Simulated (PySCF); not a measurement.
**SiH4 (silane) at M06-2X/STO-3G**

Aim: the vertical singlet–triplet gap of SiH4 (silane) at M06-2X/STO-3G, from 2 runs. 

The calculation is run with PySCF 2.14.0.

9 further runs of the same task are left out: 9 set aside as unsound or not needed.

**1. The system as given**

SiH4 has 5 atoms, charge 0, and is taken as a singlet. As SMILES, `[SiH4]`. Geometry: relaxed at PBE0-D4/def2-TZVP.

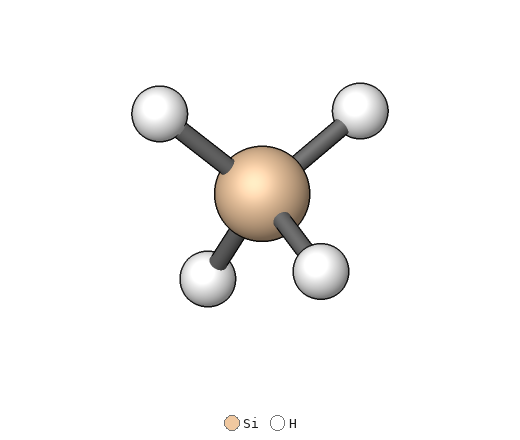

The structure, seen from a chosen angle (silicon light orange, hydrogen white).

**2. The energy at M06-2X/STO-3G**

Contents of calc.py:

```python
# [SiH4]
from pyscf import gto, dft

mol = gto.M(
    atom='''
Si   0.000000   0.000000  -0.000100
H    0.967600  -0.688400   0.890900
H   -1.331000   0.044900   0.656000
H   -0.105100  -0.740300  -1.282600
H    0.468500   1.383800  -0.264200
''',
    charge=0,
    max_memory=1860,
    verbose=3,
    basis='sto-3g',
)

mf = dft.RKS(mol, xc='m06-2x')
mf.grids.level = 5
mf.conv_tol = 1e-10
mf.kernel()
if not mf.converged:
    mf = mf.newton().run(mf.mo_coeff, mf.mo_occ)

etot = mf.e_tot
print('E(%s) = %.9f' % ('M06-2X', etot))
```

Command:

```sh
$ OMP_NUM_THREADS=1 python calc.py
```

Standard output:

```text
converged SCF energy = -288.516153373613
E(M06-2X) = -288.516153374
```

Run time: 2 s. Hardware: 1 thread of Arm Neoverse V1, shared host; peak memory 0.17 GiB.

**3. The triplet**

Contents of mol.xyz:

```xyz
5
H4Si
Si     0.000000     0.000000    -0.000100
H      0.967600    -0.688400     0.890900
H     -1.331000     0.044900     0.656000
H     -0.105100    -0.740300    -1.282600
H      0.468500     1.383800    -0.264200
```

Contents of run.py:

```python
from pyscf import gto, dft

system = gto.M(
    atom='mol.xyz',
    basis='sto-3g',
    spin=2,
    verbose=3,
    max_memory=1860,
)

ks = dft.UKS(system)
ks.xc = 'm06-2x'
ks.conv_tol = 1e-10
ks.grids.level = 5
ks.kernel()
if not ks.converged:
    ks = ks.newton().run(ks.mo_coeff, ks.mo_occ)

energy = ks.e_tot
print(f'total energy: {energy:.8f} hartree')
```

Command:

```sh
$ OMP_NUM_THREADS=1 python run.py
```

Standard output:

```text
WARN: HOMO 0.257473342524638 >= LUMO -0.355238592057421

WARN: HOMO 0.151563204332637 >= LUMO -0.184469592818683

WARN: HOMO 0.164402973834775 >= LUMO -0.13789735241687

WARN: HOMO 0.158002608427925 >= LUMO -0.125624742454267

WARN: HOMO 0.156565956889818 >= LUMO -0.120388211694297

WARN: HOMO 0.156606224085734 >= LUMO -0.120497199643647

WARN: HOMO 0.156927280815076 >= LUMO -0.120608604416273

WARN: HOMO 0.162841079769261 >= LUMO -0.122313460090338

WARN: HOMO 0.160729737425529 >= LUMO -0.118788273454472

WARN: HOMO 0.160682261913069 >= LUMO -0.118601658788679

WARN: HOMO 0.1605167272312 >= LUMO -0.118630625526199

WARN: HOMO 0.160490076005624 >= LUMO -0.118501786948872

WARN: HOMO 0.160464375457586 >= LUMO -0.118539617705151

WARN: HOMO 0.160481676486435 >= LUMO -0.118549299485228

WARN: HOMO 0.160479643360813 >= LUMO -0.118546895083641

WARN: HOMO 0.160478819848871 >= LUMO -0.11854797743342

WARN: HOMO 0.160478696696646 >= LUMO -0.118548277495121

converged SCF energy = -288.022756261973  <S^2> = 2.0007974  2S+1 = 3.0005315
total energy: -288.02275626 hartree
```

Wall time 6 s (1 thread of Arm Neoverse V1, shared host); peak memory 0.19 GiB.

**4. Results**

Level: M06-2X/STO-3G.

| quantity | value |
| --- | --- |
| singlet: total energy | -288.51615 Eh |
| singlet: dipole moment | 0.00 D |
| singlet: HOMO energy | -9.38 eV |
| singlet: LUMO energy | 9.77 eV |
| singlet: HOMO–LUMO gap | 19.15 eV |
| triplet: total energy | -288.02276 Eh |
| triplet: dipole moment | 0.11 D |
| triplet: ⟨S²⟩ | 2.001 |
| vertical energy of the triplet above the singlet | 13.426 eV |

**Reading.** At this shape the triplet lies 13.43 eV (310 kcal/mol) above the singlet. In a minimal basis such a difference can be off by several eV, whatever the method. Mulliken charges (singlet) run from -0.13 on H2 to +0.51 on Si1. Mulliken charges (triplet) run from -0.17 on H4 to +0.45 on Si1; they depend strongly on the basis.
